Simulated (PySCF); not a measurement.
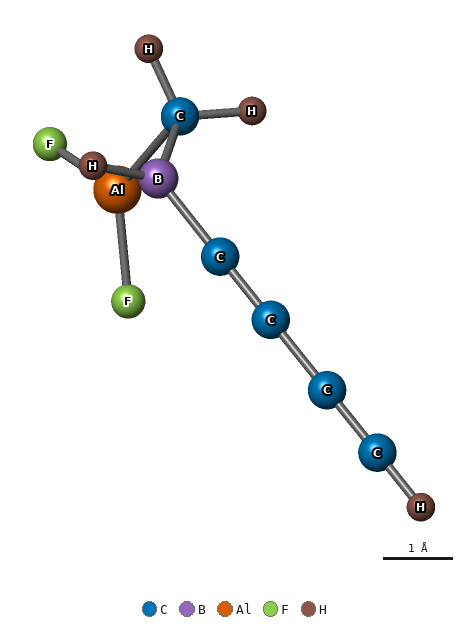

*The input geometry (ball-and-stick view, seen at a tilt). Sticks mark near contacts.*

## NMR shielding calculation of C$_{5}$H$_{4}$AlBF$_{2}$

C$_{5}$H$_{4}$AlBF$_{2}$, computed with GIAO PBE0/pcSseg-1 NMR shielding, non-relativistic, gas phase (PySCF 2.14.0).

The geometry comes from this level: GFN2-xTB. It belongs to a series of runs on one base structure; here: B replaced by Al. Figures and captions count atoms from 1; the log counts them from 0 in places.

## What the program printed
```
coarse grid: 12792 points
cycle   1  E = -659.1032990478  dE =  9.988e-01  |g| = 9.050e-01  |ddm| = 3.783e+00
cycle   2  E = -658.9395820752  dE =  1.637e-01  |g| = 1.394e+00  |ddm| = 1.646e+00
cycle   3  E = -659.2482577294  dE = -3.087e-01  |g| = 1.379e-01  |ddm| = 1.001e+00
cycle   4  E = -659.2511949316  dE = -2.937e-03  |g| = 8.584e-02  |ddm| = 1.679e-01
cycle   5  E = -659.2530951508  dE = -1.900e-03  |g| = 3.017e-02  |ddm| = 8.304e-02
cycle   6  E = -659.2533256577  dE = -2.305e-04  |g| = 5.964e-03  |ddm| = 2.554e-02
cycle   7  E = -659.2533350547  dE = -9.397e-06  |g| = 1.257e-03  |ddm| = 6.618e-03
final grid: 123840 points
cycle   8  E = -659.3193520807  dE = -4.078e-05  |g| = 6.826e-03  |ddm| = 1.051e-01
cycle   9  E = -659.3193432997  dE =  8.781e-06  |g| = 9.127e-03  |ddm| = 1.338e-02
cycle  10  E = -659.3193637147  dE = -2.042e-05  |g| = 1.629e-03  |ddm| = 7.442e-03
cycle  11  E = -659.3193642929  dE = -5.782e-07  |g| = 6.867e-04  |ddm| = 1.609e-03
cycle  12  E = -659.3193644190  dE = -1.261e-07  |g| = 1.418e-04  |ddm| = 5.918e-04
cycle  13  E = -659.3193644231  dE = -4.093e-09  |g| = 4.846e-05  |ddm| = 1.322e-04
cycle  14  E = -659.3193644235  dE = -4.386e-10  |g| = 1.520e-05  |ddm| = 4.561e-05
```

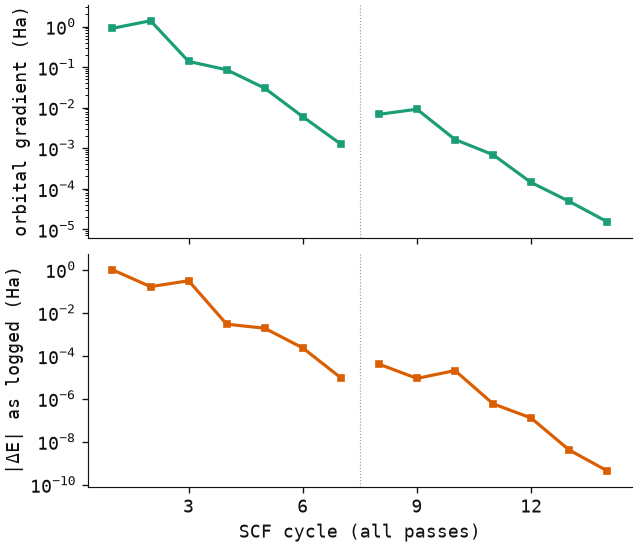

*Convergence of the self-consistent field: orbital gradient and size of the energy change against the SCF cycle. The dotted line marks the change from a coarse to the final integration grid.*

The first 7 cycles use a coarse grid, the final grid takes over at cycle 8, and the field converges after 14 cycles in all.

```
converged SCF energy = -659.3193644235

GIAO shielding tensors (ppm)
atom      isotropic    diamagn.    paramagn.     s11        s22        s33       span
  0 C       90.163     265.723    -175.560     22.954     43.293    204.241    181.287
  1 C      114.397     244.164    -129.767     22.236     25.565    295.390    273.153
  2 C       58.123     248.799    -190.676      8.308     22.546    143.514    135.206
  3 C       97.044     259.969    -162.925    -16.432     -5.229    312.791    329.223
  4 B       41.394     193.847    -152.453    -35.262     27.320    132.125    167.387
  5 C      149.473     257.076    -107.603     80.416    171.874    196.129    115.713
  6 Al     453.881     792.688    -338.807    392.114    429.713    539.817    147.704
  7 F      314.674     469.916    -155.242    210.763    305.621    427.636    216.873
  8 F      326.424     467.468    -141.044    240.605    301.671    436.996    196.391
  9 H       28.747      35.095      -6.348     24.924     24.999     36.318     11.395
 10 H       25.158      29.750      -4.592     22.095     25.783     27.597      5.502
 11 H       29.096      28.315       0.781     25.882     26.899     34.508      8.626
 12 H       29.061      31.393      -2.332     25.704     27.655     33.823      8.119
```

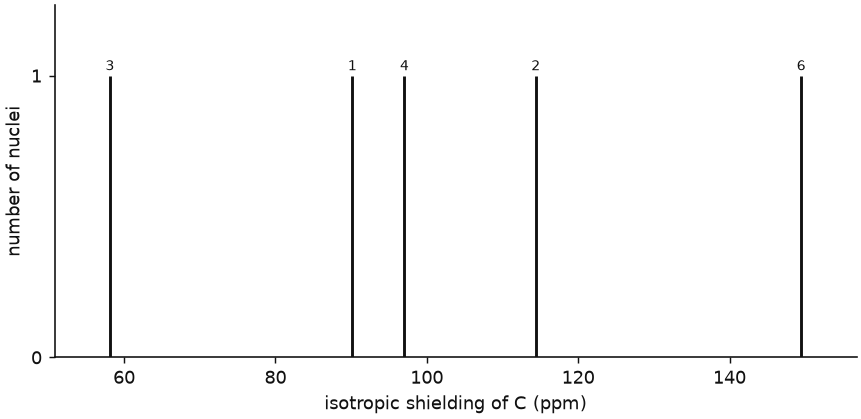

*Isotropic shieldings of the carbon nuclei in this fixed geometry, labelled by atom number; shielding grows to the right, so chemical shift grows to the left.*

The least shielded is C3 (58.1 ppm), the most shielded C6 (149.5 ppm).

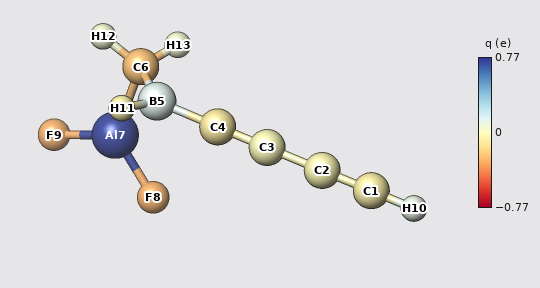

*Hirshfeld charges, as the colour of each atom (ball-and-stick view, seen at a tilt; atoms are numbered from 1 in the order of the input).*

By element: C −0.25 to −0.01, B +0.12, Al +0.74, F −0.30 and H −0.05 to +0.10 e.

This output came from the following input.

## The input
```
{"job": {"kind": "nmr", "xc": "PBE0", "basis": "pcSseg-1"}, "charge": 0, "multiplicity": 1}
C      4.085810    -1.236752    -0.609457
C      3.022435    -0.767087    -0.287802
C      1.828375    -0.235372     0.070812
C      0.755045     0.241623     0.392082
B     -0.556621     0.839822     0.793029
C     -1.570409     1.275728    -0.302909
Al    -2.488305    -0.471556    -0.553097
F     -1.675674    -1.899632    -0.696931
F     -4.130814    -0.620767    -0.630692
H      5.008086    -1.650264    -0.888355
H     -0.817981     0.954427     1.933432
H     -2.335900     1.996115    -0.010655
H     -1.128435     1.574201    -1.255920
```

The first line tells a small driver script what to run in PySCF; the rest is the geometry in Å.

Launched with:
```bash
OMP_NUM_THREADS=1 python <driver script> task.json out
```

## Key numbers

- outcome: converged
- total energy: −659.319364 hartree
- HOMO: −7.53 eV
- LUMO: −2.65 eV
- dipole moment: 2.23 D
- isotropic shielding, C: 58.1 to 149.5 ppm
- isotropic shielding, B: 41.4 ppm
- isotropic shielding, Al: 453.9 ppm
- isotropic shielding, F: 314.7 to 326.4 ppm
- isotropic shielding, H: 25.2 to 29.1 ppm
- hardware: 1 CPU thread, shared host
- wall time: 54 s
- peak memory: 0.8 GiB
